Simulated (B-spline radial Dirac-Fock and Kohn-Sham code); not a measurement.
**Ir⁶⁺: two attempts at the core levels**

Wanted: ΔSCF binding energies of Ir⁶⁺ for K, L3 and M5.

Program: B-spline radial Dirac-Fock and Kohn-Sham code, version 4. Model: Delta-SCF core binding energies without Breit or QED terms under the stated settings. All values are calculated, but those marked as tabulated.

### Step 1. The system

Iridium as Ir⁶⁺, [Xe] 4f14 5d3.

```
nuclear charge     : 77
electrons          : 71
mass number        : 193
nuclear rms radius : 5.4032 fm
```

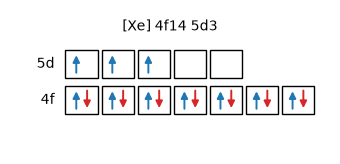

The shells outside the core; arrows follow Hund's rule for the drawing alone (heavy ions are jj-coupled), while the calculation averages over the configuration.

### Step 2. First attempt

Settings in task.json:

```ini
rel = dirac
method = pbee
nuc = fermi
radius_factor = 1.0
rmax = 45.0
h = 0.3
order = 8
points = 10
c_factor = 1.0
maxit = 62
damp = 0.5
ndamp = 3
tol = 1e-08
```

Keys: rel is the Hamiltonian, nuc the nuclear model, radius_factor scales its radius, rmax is the box in bohr, h the logarithmic mesh step, order the B-spline order, points the quadrature points a cell, c_factor scales the speed of light; damp, ndamp, maxit and tol steer the iteration.

On the command line:

```bash
python xray2_run.py task.json out
```

The program writes no log. Results of the run, from its result record (rounded, main fields):

```text
{
  "status": "crashed",
  "warnings": ["KeyError: \"LibXCFunctional: name 'PBEE' not found.\""]
}
```

### Step 3. Diagnosis

The program broke off without a result. The fault: method names a functional that the program does not serve.

The cure is method = hf.

### Step 4. Second try

Changed: method = hf, maxit = 60.

The program writes no log. Results of the run, from its result record (rounded, main fields):

```text
{
  "status": "converged",
  "total_energy [Ha]": -17838.608498,
  "virial_ratio": 1.878226,
  "iterations": [10, 10, 10, 10],
  "converged": [true, true, true, true],
  "highest_orbital_energy [eV]": -86.92447,
  "holes": ["K", "L3", "M5"],
  "binding [eV]": [76605.07, 11345.91, 2142.042],
  "cells": 59
}
```

### Step 5. Results

```
  quantity                                                      value
 first try                                                    crashed
     fault  method names a functional that the program does not serve
      cure                                                method = hf
mended run                  converged (ground state in 10 iterations)
 K binding                                                 76605.1 eV
L3 binding                                                 11345.9 eV
M5 binding                                                  2142.0 eV
```

**Reading.** The first try gave no usable level. The mended values lack Breit and QED terms.
